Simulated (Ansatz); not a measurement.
**BH₃S (singlet): PBE, r2SCAN, PBE0, B3LYP, wB97M-V, B2PLYP, RPA-PBE over vertical spin and charge gaps, cc-pVTZ**

Aim: run BH₃S (singlet) with these functionals over vertical spin and charge gaps, and hold them against the top wave-function level at the same points.

Method: cc-pVTZ, all electrons in the functionals, frozen cores in the correlation of double hybrids and RPA; program: Ansatz 0.2.0, Gaussian basis.

To be run: PBE, r2SCAN, PBE0, B3LYP, wB97M-V, B2PLYP, RPA-PBE, at charge 0, singlet; charge 1, doublet.

3 further runs of the same task are left out: 1 for a known fault of the program, 2 set aside as unsound or not needed.

## 1. What is computed

The geometry is a PBE0/def2-TZVP stationary point (not a proven minimum).

5 atoms, charge 0, spin multiplicity 1.

Atoms are counted from 1 here; the program's logs count them from 0.

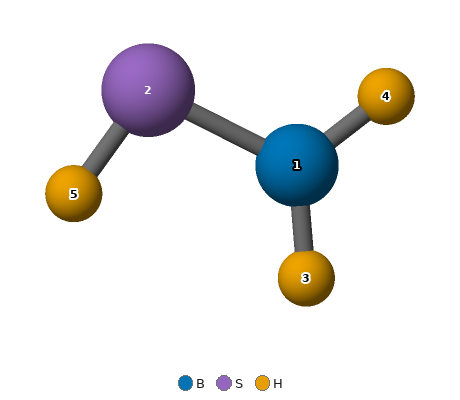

The geometry (boron blue, sulfur purple, hydrogen amber); atoms are numbered from 1 in the order of the file.

As a file:

```csv
atom,x (Å),y (Å),z (Å)
B1,0.0000,0.0547,1.2505
S2,0.0000,-0.0617,-0.5105
H3,0.0000,1.1089,1.8033
H4,0.0000,-0.9816,1.8388
H5,0.0000,1.2480,-0.8138
```

No dispersion term is added; wB97M-V holds VV10 nonlocal correlation. B3LYP takes the VWN-RPA correlation.

The geometry shown and the zero of energy belong to the point charge 0, singlet. The yardstick, RCCSDT(Q), and other wave-function levels (R restricted, U unrestricted, valence and pair active spaces) come from earlier runs.

## 2. PBE, charge 0, singlet

in.yaml reads:

```yaml
crystal:
  periodic: [false, false, false]
  atoms:
    - {symbol: B, position_ang: [0.000000, 0.054738, 1.250483]}
    - {symbol: S, position_ang: [0.000000, -0.061688, -0.510515]}
    - {symbol: H, position_ang: [0.000000, 1.108861, 1.803273]}
    - {symbol: H, position_ang: [0.000000, -0.981568, 1.838770]}
    - {symbol: H, position_ang: [0.000000, 1.248030, -0.813806]}
basis:
  gaussian: {orbitals: cc-pVTZ}
hamiltonian: {xc: {name: PBE}}
output: {orbitals: {seedname: orbitals}}
```

The run is started by

```sh
$ ansatz run in.yaml --threads 1 --pin off --events-out ev --progress --plain --max-ram 4096MiB --backend cpu
```

Further steps of the session: PBE, charge 1, doublet; r2SCAN, charge 0, singlet; r2SCAN, charge 1, doublet; PBE0, charge 0, singlet; PBE0, charge 1, doublet; B3LYP, charge 0, singlet; B3LYP, charge 1, doublet; wB97M-V, charge 0, singlet; wB97M-V, charge 1, doublet; B2PLYP, charge 0, singlet; B2PLYP, charge 1, doublet; RPA-PBE, charge 0, singlet; RPA-PBE, charge 1, doublet.

**Question.** What will the summary of the whole plan be? Wanted: ionisation to the doublet cation, RCCSDT(Q); largest miss, PBE; largest miss, r2SCAN; largest miss, PBE0; largest miss, B3LYP; largest miss, wB97M-V; largest miss, B2PLYP; largest miss, RPA-PBE; largest miss, RCCSD(T).

**Answer**, as computed:

| quantity | value |
| --- | --- |
| ionisation to the doublet cation, RCCSDT(Q) | 1055.2 kJ/mol |
| largest miss, PBE | +9.9 kJ/mol (ionisation to the doublet cation) |
| largest miss, r2SCAN | +5.8 kJ/mol (ionisation to the doublet cation) |
| largest miss, PBE0 | +3.0 kJ/mol (ionisation to the doublet cation) |
| largest miss, B3LYP | +8.0 kJ/mol (ionisation to the doublet cation) |
| largest miss, wB97M-V | +5.6 kJ/mol (ionisation to the doublet cation) |
| largest miss, B2PLYP | +0.1 kJ/mol (ionisation to the doublet cation) |
| largest miss, RPA-PBE | +21.6 kJ/mol (ionisation to the doublet cation) |
| largest miss, RCCSD(T) | -0.4 kJ/mol (ionisation to the doublet cation) |
| largest miss, UCCSD(T) | -0.4 kJ/mol (ionisation to the doublet cation) |

Of the functionals, B2PLYP keep the smallest largest miss at the points compared (at most 0.1 kJ/mol) and RPA-PBE strays most (21.6 kJ/mol, at ionisation to the doublet cation). Functionals and the yardstick converge differently with the basis, so part of each miss in cc-pVTZ is the basis.
